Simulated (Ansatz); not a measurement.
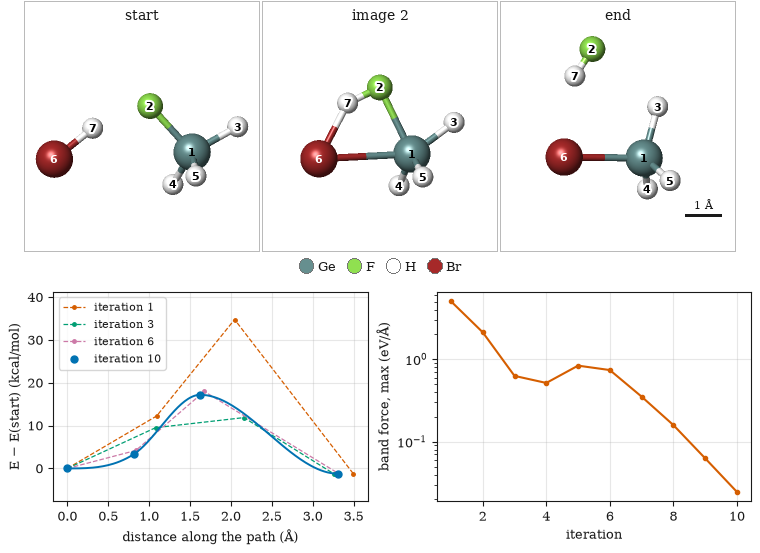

NEB run on GeH4BrF. Images are numbered from 0 (start) to 3 (end). The plot follows the band through its iterations. A ball-and-stick model, seen at a tilt.

All numbers below come from RKS PBE/def2-SVP in Ansatz 0.2.0.

Input
```yaml
crystal:
  periodic: [false, false, false]
  atoms:
    - { symbol: Ge, position_ang: [0.273514, 0.0, -0.204606] }
    - { symbol: F, position_ang: [-0.025158, 0.0, 1.558585] }
    - { symbol: H, position_ang: [1.814324, 0.0, -0.333409] }
    - { symbol: H, position_ang: [-0.372233, 1.294113, -0.748081] }
    - { symbol: H, position_ang: [-0.372233, -1.294113, -0.748081] }
    - { symbol: Br, position_ang: [-3.256859, 0.0, 1.833601] }
    - { symbol: H, position_ang: [-1.807856, 0.0, 1.95169] }
basis:
  gaussian: { orbitals: def2-SVP }
hamiltonian:
  xc: pbe
neb:
  order_check: false
  images: 2
  f_tol: 0.03
  max_iterations: 60
  climbing: true
  final_atoms:
    - { symbol: Ge, position_ang: [-0.40921701, -9.157e-05, -0.53276893] }
    - { symbol: F, position_ang: [0.05083959, 2.027e-05, 2.88315099] }
    - { symbol: H, position_ang: [0.75294016, -0.00015348, 0.47473455] }
    - { symbol: H, position_ang: [-0.470133, 1.27918193, -1.3978645] }
    - { symbol: H, position_ang: [-0.47002064, -1.27913508, -1.39821552] }
    - { symbol: Br, position_ang: [-2.38107608, -0.00034349, 0.76166957] }
    - { symbol: H, position_ang: [-0.81983403, 0.00052141, 2.51899285] }
  initial_path:
    images:
      - { positions_ang: [[0.273514, 0.0, -0.204606], [-0.025158, 0.0, 1.558585], [1.814324, 0.0, -0.333409], [-0.372233, 1.294113, -0.748081], [-0.372233, -1.294113, -0.748081], [-3.256859, 0.0, 1.833601], [-1.807856, 0.0, 1.95169]] }
      - { positions_ang: [[0.09973802, 0.0, -0.05823058], [-0.03718427, 0.0, 1.88231718], [1.59687126, 0.0, -0.41826429], [-0.59249075, 1.274571, -0.59682771], [-0.59249075, -1.274571, -0.59682771], [-2.80027298, 0.0, 1.14139272], [-1.42067152, 0.0, 1.95613939]] }
      - { positions_ang: [[-0.12783899, -3.052e-05, -0.16761822], [-0.01185174, 6.76e-06, 2.32383917], [1.24307665, -5.116e-05, -0.14888311], [-0.62512409, 1.26959398, -0.81342221], [-0.62508663, -1.26957836, -0.81353922], [-2.50834534, -0.0001145, 0.78408224], [-1.09133087, 0.0001738, 2.14524034]] }
      - { positions_ang: [[-0.40921701, -9.157e-05, -0.53276893], [0.05083959, 2.027e-05, 2.88315099], [0.75294016, -0.00015348, 0.47473455], [-0.470133, 1.27918193, -1.3978645], [-0.47002064, -1.27913508, -1.39821552], [-2.38107608, -0.00034349, 0.76166957], [-0.81983403, 0.00052141, 2.51899285]] }
```

Run as
```bash
ansatz run input.yaml --threads 2 --pin off --max-ram 3072MiB --backend cpu --events-out ev --progress --plain --runs-dir out
```

Q: How did the profile develop, and is the result final?

A: The run is converged, with reservations. The band converged in 10 iterations. The largest component of the band force went from 5.1 to 0.025 eV/Å. The climbing image converged on the top of the path. Its curvatures weren't checked. So few images resolve the path coarsely. The first iteration put the highest image at 34.8 kcal/mol. Forward barrier 17.2 kcal/mol, backward barrier 18.4 kcal/mol, with image 2 at the top; the reaction energy is −1.2 kcal/mol.

Cost: 30 s on 2 threads of Intel(R) Xeon(R) Platinum 8259CL CPU @ 2.50GHz (Skylake/Cascade Lake) (shared host), peak memory 0.16 GiB.
